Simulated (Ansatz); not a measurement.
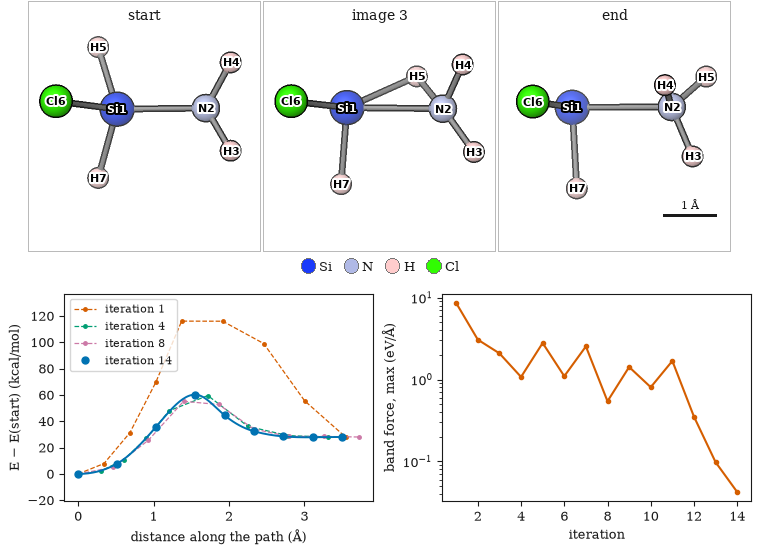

NEB run on SiNH₄Cl. Images are numbered from 0 (start) to 8 (end). The plot follows the band through its iterations. The picture is a ball-and-stick view, seen face on.

All numbers below come from Ansatz, RKS LDA/6-31G*. Set-up: 7 movable images; climbing image; force threshold 0.05 eV/Å; iteration limit 60; starting path through a guess of the saddle point.

### Judge this run.

The result is final at these settings. The band converged in 14 iterations. The largest component of the band force went from 8.6 to 0.042 eV/Å. The climbing image converged on the top of the path. Its vibrational analysis gives one imaginary mode (1347i cm⁻¹), as a transition state must have. The first iteration put the highest image at 116.1 kcal/mol. Forward barrier 60.3 kcal/mol, backward barrier 32.2 kcal/mol, with image 3 at the top; the reaction energy is +28.1 kcal/mol.

Cost: 100 s on 1 thread of Arm Neoverse V1, on a shared host, peak memory 0.11 GiB.
